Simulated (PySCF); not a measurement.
FGeH3···NH3 (SMILES [F][GeH3].N)

Input

```
{"job": {"kind": "inter", "xc": "wB97M-D3(BJ)", "basis": "def2-TZVPD", "pairs": false}, "charge": 0, "multiplicity": 1, "parts": [{"atoms": "0-4", "charge": 0, "multiplicity": 1}, {"atoms": "5-8", "charge": 0, "multiplicity": 1}]}
Ge    -0.236705     0.229406     0.195432
F      1.271591    -0.572930    -0.351304
H     -1.250614    -0.333509    -0.804749
H      0.136739     1.705039     0.028096
H     -0.342564    -0.286957     1.633106
N     -2.425512     1.395859     0.986022
H     -2.236948     2.103021     1.691380
H     -2.899170     1.855344     0.212967
H     -3.077715     0.729045     1.389934
```

Command:

```sh
OMP_NUM_THREADS=1 python cluster_run.py task.json out
```

Geometry: PBE0-D3(BJ)/def2-SVPD.

Computed with wB97M-D3(BJ)/def2-TZVPD, SCF density, gas phase (PySCF).

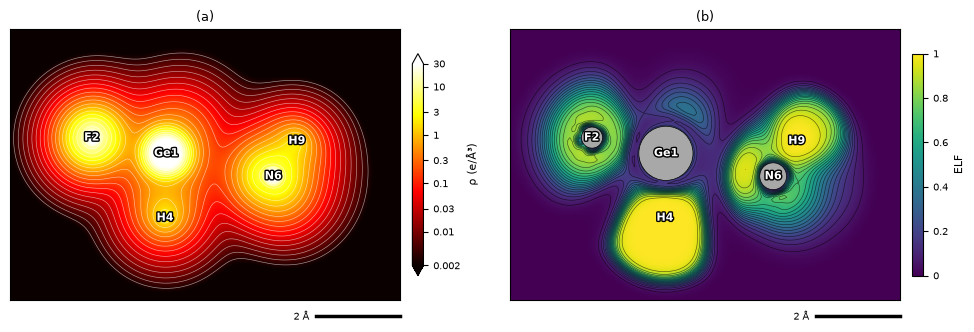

Figure 1. (a) total electron density; (b) ELF on the plane of atoms F2, Ge1 and H4. Grey discs cover the atomic cores in the ELF map.

Question: Interpret the plot.

Answer:
- The section cuts through Ge, F, H and N sites.
- Ge1···N6 (2.60 Å): the density falls to about 0.19 e/Å³ on the way; the ELF peaks at about 0.95 in the valence shell of N, 0.7 Å from its nucleus, and is about 0.20 at the midpoint.
- Ge–F (1.79 Å): ρ is about 0.85 e/Å³ halfway; the ELF peaks at about 0.80 in the valence shell of F, 0.5 Å from its nucleus, and is about 0.25 at the midpoint.
- N–H (1.02 Å): ρ at the midpoint is about 2.9 e/Å³; the ELF climbs to about 1 towards the hydrogen, as it does in any bond to H; an ordinary covalent bond to hydrogen.
- Ge–H (1.53 Å): ρ at the midpoint is about 1.1 e/Å³; the ELF climbs to about 1 towards the hydrogen.
- The ELF also peaks beside F2, away from the bonds: lone-pair regions.

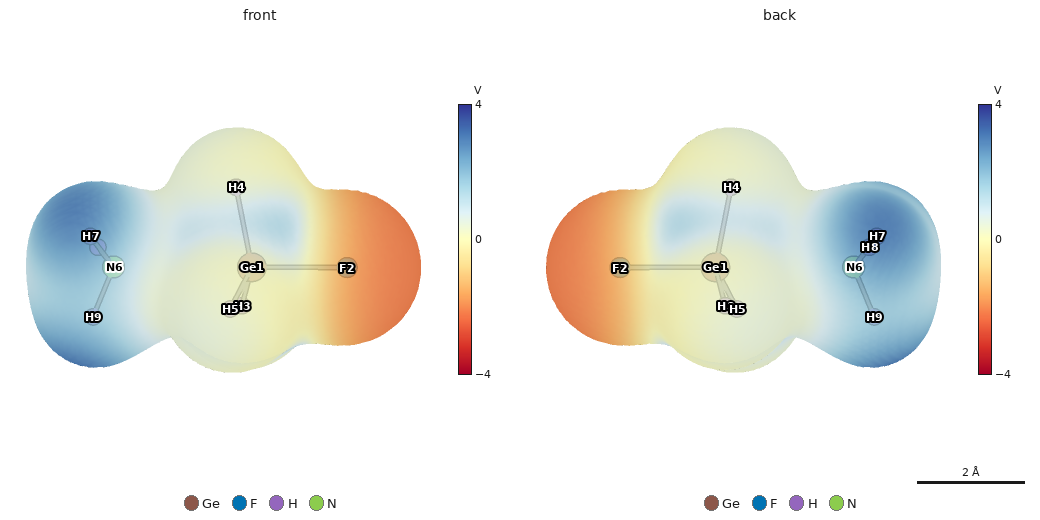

Figure 2. The molecular electrostatic potential painted on the density surface at 0.004 e/bohr³, seen from the front and from behind; the colour scale runs from red (negative) to blue (positive).

Question: Where is the surface potential most negative and most positive?

Answer: The most negative region (about −2.1 V) lies over F2, the most positive (about +3.1 V) over H7, H8 and H9.
